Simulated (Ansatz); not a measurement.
Input file:

```
crystal:
  periodic: [false, false, false]
  atoms:
    - symbol: Al
      position_ang: [0.000000, 0.000000, -2.688290]
    - symbol: B
      position_ang: [0.000000, 0.000000, -0.494217]
    - symbol: N
      position_ang: [0.000000, 0.000000, 0.790986]
    - symbol: P
      position_ang: [0.000000, 0.000000, 2.391520]
basis:
  gaussian:
    orbitals: def2-TZVPD
magnetization:
  spin_polarized: true
  initial_magnetization: 2
hamiltonian:
  xc: {name: PBE0}
output: {forces: true, orbitals: {seedname: orbitals}}
```

Launched as:

```sh
ansatz run input.yaml --threads 2 --pin off --max-ram 4350MiB --events-out events.jsonl --progress --plain --runs-dir runs
```

Geometry: PBE0-D4/def2-TZVP.

Computed with Ansatz, isolated molecule in a Gaussian basis; Kohn-Sham density functional theory, functional PBE0.

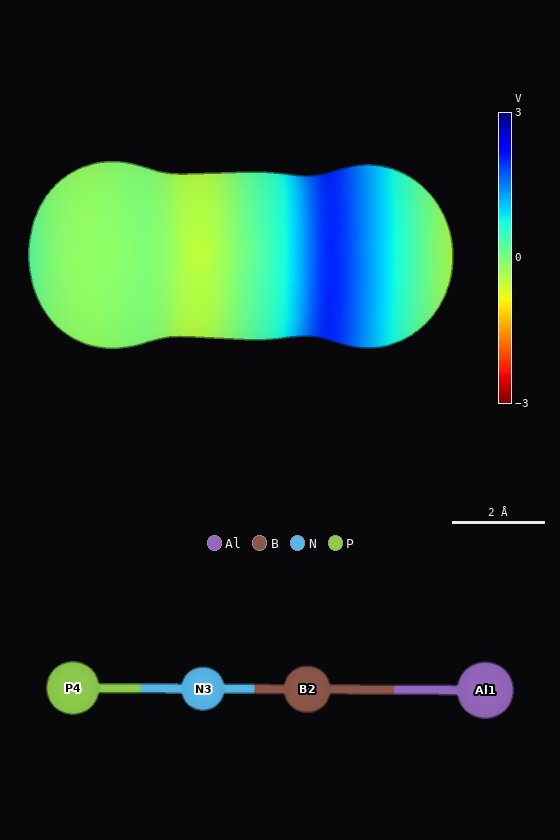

AlBNP (SMILES [Al][B][N][P]) (triplet). The electrostatic potential painted on the density surface at 0.002 e/bohr³, seen across its widest extent; red is negative and blue positive. The bare structure is drawn below in the same view.

Q: Which sites attract a positive test charge, and which a negative one?

A: A positive charge is drawn to the negative regions and a negative charge to the positive ones. The most negative region (about −0.5 V, or −12 kcal/mol for a unit charge) lies over N3, the most positive (about +2.0 V, or +46 kcal/mol for a unit charge) over Al1.

Q: What dipole moment does the calculation give?

A: Its dipole moment is 1.26 D.
